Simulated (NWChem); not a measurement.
**How basis sets differ on MoO3 (molybdenum trioxide)**

MoO3 has 4 atoms, charge 0, and is taken as a singlet. SMILES: `[O]=[Mo](=[O])=[O]`. The coordinates come from a PBE0-D4/def2-TZVP relaxation.

Quantity: the dipole moment, in D. The values are calculated.

```csv
level,kind,program,value (D)
SVWN5/def2-SVP (core potential),LDA,NWChem,4.71
SVWN5/def2-SVPD (core potential),LDA,NWChem,4.68
SVWN5/def2-TZVP (core potential),LDA,NWChem,4.73
SVWN5/def2-TZVPD (core potential),LDA,NWChem,4.62
```

The values span 4.62 to 4.73 D.

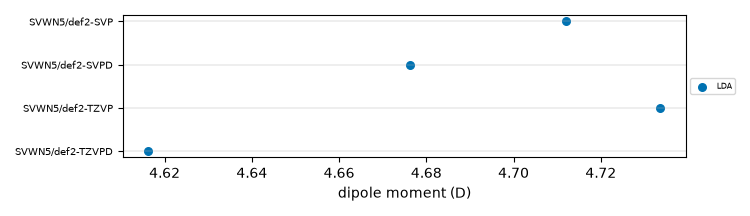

The values of the table, level by level.
